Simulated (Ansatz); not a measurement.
# SF2 (sulfur difluoride): CCSD/def2-TZVP

Aim: the vertical ionisation energy of SF2 (sulfur difluoride) at CCSD/def2-TZVP, from 2 runs. 

The calculation is run with Ansatz 0.2.0.

42 further runs of the same task are left out: 42 set aside as unsound or not needed.

**1. The system as given**

The species is SF2 (3 atoms), meant as a singlet with charge 0. As SMILES, `FSF`. The shape is that of a PBE0-D4/def2-TZVP optimisation.

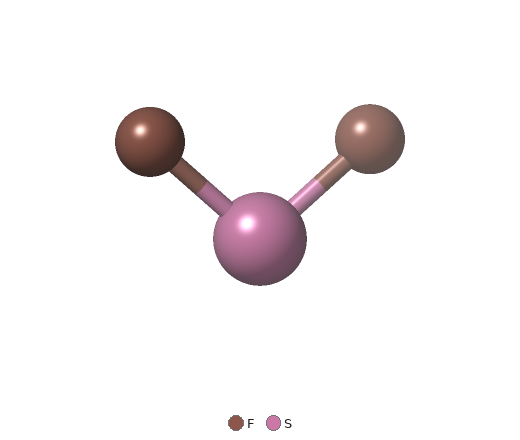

Viewed from a chosen angle; fluorine brown, sulfur pink.

**2. The energy at CCSD/def2-TZVP**

Input file input.yaml:

```yaml
crystal:
  periodic: [false, false, false]
  atoms:
    - {symbol: F, position_ang: [0.440140, 1.116450, 0.365400]}
    - {symbol: S, position_ang: [-0.601990, 0.126530, -0.315250]}
    - {symbol: F, position_ang: [0.161840, -1.242970, -0.050150]}
basis:
  gaussian:
    orbitals: def2-TZVP
correlation:
  method: ccsd
  frozen_orbitals: {F: 1, S: 5}
accuracy: high
scf:
  omitted_lower_state_checks: [cluster_reference, increment]
```

On the command line:

```bash
$ ansatz run input.yaml --threads 1 --pin off --max-ram 3480MiB --events-out events.jsonl --progress --plain --runs-dir runs
```

What it wrote:

```text
Warning: RAYON_NUM_THREADS=1 ignored (pool sized by the plan → 1); use --threads N
Functional definition: HF
  name "HF"
  exchange = exact_x
  correlation = 0
these checks for a lower state are left out or cut short: cluster_reference, increment
1532 factors; integrals over basis functions are off by at most 3.3e-9 eV
mean field evaluation 1: about -16228.3513 eV, gradient 3.1e1 eV
mean field evaluation 2: about -16228.4818 eV, gradient 3.2e1 eV
mean field evaluation 4: about -16230.1986 eV, gradient 2.9e0 eV
mean field evaluation 8: about -16230.2209 eV, gradient 1.4e-1 eV
mean field evaluation 16: about -16230.2210 eV, gradient 3.2e-8 eV
mean field -16230.22097996 eV, -596.4496197748 hartree, gradient 3.2e-8 eV, S^2 0.000000; 0 other end points of the search recorded, 0 dependent functions left out
7 core orbitals not correlated: weight in the atoms' cores, before any rotation towards them, 1.000 or more for the frozen orbitals, at most 0.000 for the correlated occupied ones
reference -16230.22097996 eV, -596.4496197748 hartree; 10, 10 occupied and 82, 82 virtual orbitals, 1532 factors
second order -18.16199298 eV of doubles, -0.00000000 eV of singles
cycle   1  -18.00264081 eV  change    1.6e-1 eV  update   1.0e-1
cycle   2  -18.44852034 eV  change   -4.5e-1 eV  update   3.2e-2
cycle   3  -18.56556146 eV  change   -1.2e-1 eV  update   1.6e-2
cycle   4  -18.54941105 eV  change    1.6e-2 eV  update   3.8e-3
cycle   5  -18.54791715 eV  change    1.5e-3 eV  update   1.9e-3
cycle   6  -18.54960912 eV  change   -1.7e-3 eV  update   5.9e-4
cycle   7  -18.54940061 eV  change    2.1e-4 eV  update   2.9e-4
cycle   8  -18.54928500 eV  change    1.2e-4 eV  update   7.3e-5
cycle   9  -18.54932599 eV  change   -4.1e-5 eV  update   2.7e-5
cycle  10  -18.54932010 eV  change    5.9e-6 eV  update   7.8e-6
cycle  11  -18.54932435 eV  change   -4.3e-6 eV  update   2.9e-6
cycle  12  -18.54932648 eV  change   -2.1e-6 eV  update   9.3e-7
cycle  13  -18.54932640 eV  change    8.2e-8 eV  update   3.5e-7
cycle  14  -18.54932664 eV  change   -2.4e-7 eV  update   1.1e-7
cycle  15  -18.54932672 eV  change   -7.8e-8 eV  update   5.0e-8
cycle  16  -18.54932674 eV  change   -1.5e-8 eV  update   2.8e-8
cycle  17  -18.54932599 eV  change    7.4e-7 eV  update   1.7e-7
cycle  18  -18.54932596 eV  change    3.8e-8 eV  update   6.0e-8
cycle  19  -18.54932586 eV  change    9.5e-8 eV  update   1.9e-8
cycle  20  -18.54932586 eV  change   -3.4e-9 eV  update   6.6e-9
cycle  21  -18.54932586 eV  change    2.4e-9 eV  update   2.4e-9
Total energy: -16248.77030583 eV, -597.1312949270 hartree
Checks for a lower state left out: cluster_reference, increment
```

Run time: 9.9 s. Hardware: 1 thread of Arm Neoverse V1, shared host; peak memory 0.48 GiB.

**3. The doublet cation at the same level**

Input file run.yaml:

```yaml
crystal:
  periodic: [false, false, false]
  atoms:
    - {symbol: F, position_ang: [0.440140, 1.116450, 0.365400]}
    - {symbol: S, position_ang: [-0.601990, 0.126530, -0.315250]}
    - {symbol: F, position_ang: [0.161840, -1.242970, -0.050150]}
basis:
  gaussian:
    orbitals: def2-TZVP
scf:
  omitted_lower_state_checks: [cluster_reference, increment]
correlation:
  method: ccsd
  frozen_orbitals: {F: 1, S: 5}
magnetization:
  spin_polarized: true
  initial_magnetization: 1
accuracy: high
total_charge: 1
```

On the command line:

```bash
$ ansatz run run.yaml --threads 1 --pin off --max-ram 3480MiB --events-out events.jsonl --progress --plain --runs-dir runs
```

What it wrote:

```text
Warning: RAYON_NUM_THREADS=1 ignored (pool sized by the plan → 1); use --threads N
[... 4 set-up lines as earlier in the session ...]
these checks for a lower state are left out or cut short: cluster_reference, increment
1532 factors; integrals over basis functions are off by at most 3.3e-9 eV
mean field evaluation 1: about -16214.0403 eV, gradient 4.5e1 eV
mean field evaluation 2: about -16214.0486 eV, gradient 4.5e1 eV
mean field evaluation 4: about -16220.5256 eV, gradient 2.8e0 eV
mean field evaluation 8: about -16220.6312 eV, gradient 1.6e-1 eV
mean field -16220.63163759 eV, -596.0972179423 hartree, gradient 3.5e-8 eV, S^2 0.774318; 0 other end points of the search recorded, 0 dependent functions left out
7 core orbitals not correlated: weight in the atoms' cores, before any rotation towards them, 1.000 or more for the frozen orbitals, at most 0.000 for the correlated occupied ones
reference -16220.63163759 eV, -596.0972179423 hartree; 10, 9 occupied and 82, 83 virtual orbitals, 1532 factors
second order -17.65264818 eV of doubles, -0.00000000 eV of singles
cycle   1  -17.26357902 eV  change    3.9e-1 eV  update   1.3e-1
cycle   2  -17.80008458 eV  change   -5.4e-1 eV  update   4.6e-2
cycle   3  -17.97586393 eV  change   -1.8e-1 eV  update   2.8e-2
cycle   4  -17.96377603 eV  change    1.2e-2 eV  update   9.5e-3
cycle   5  -17.96042181 eV  change    3.4e-3 eV  update   4.8e-3
cycle   6  -17.96404608 eV  change   -3.6e-3 eV  update   1.6e-3
cycle   7  -17.96412961 eV  change   -8.4e-5 eV  update   6.2e-4
cycle   8  -17.96403067 eV  change    9.9e-5 eV  update   2.2e-4
cycle   9  -17.96409504 eV  change   -6.4e-5 eV  update   8.6e-5
cycle  10  -17.96407473 eV  change    2.0e-5 eV  update   3.8e-5
cycle  11  -17.96407722 eV  change   -2.5e-6 eV  update   1.5e-5
cycle  12  -17.96409073 eV  change   -1.4e-5 eV  update   6.2e-6
cycle  13  -17.96408799 eV  change    2.7e-6 eV  update   2.1e-6
cycle  14  -17.96409100 eV  change   -3.0e-6 eV  update   7.4e-7
cycle  15  -17.96409053 eV  change    4.7e-7 eV  update   3.1e-7
cycle  16  -17.96409041 eV  change    1.2e-7 eV  update   1.4e-7
cycle  17  -17.96409040 eV  change    1.1e-8 eV  update   5.7e-8
cycle  18  -17.96409040 eV  change  -8.5e-10 eV  update   3.0e-8
cycle  19  -17.96408996 eV  change    4.4e-7 eV  update   1.2e-7
cycle  20  -17.96408999 eV  change   -2.2e-8 eV  update   4.4e-8
cycle  21  -17.96408994 eV  change    5.0e-8 eV  update   1.4e-8
cycle  22  -17.96408993 eV  change    6.5e-9 eV  update   6.3e-9
cycle  23  -17.96408993 eV  change  -2.6e-10 eV  update   2.4e-9
Total energy: -16238.59572752 eV, -596.7573860707 hartree
Checks for a lower state left out: cluster_reference, increment
```

Wall time 26 s (1 thread of Arm Neoverse V1, shared host); peak memory 0.89 GiB.

**4. What came out**

At CCSD/def2-TZVP, 7 core orbitals frozen:

```
                                                   quantity          value
                                  singlet SF2: total energy  -597.13129 Eh
   singlet SF2: correlation energy (7 core orbitals frozen)     -681.7 mEh
                                 singlet SF2: T1 diagnostic          0.014
                               doublet cation: total energy  -596.75739 Eh
doublet cation: correlation energy (7 core orbitals frozen)     -660.2 mEh
          doublet cation: ⟨S²⟩ of the reference determinant          0.774
                              doublet cation: T1 diagnostic          0.024
         vertical ionisation energy (to the doublet cation)      10.175 eV
```

The vertical ionisation energy comes to 10.17 eV (982 kJ/mol).
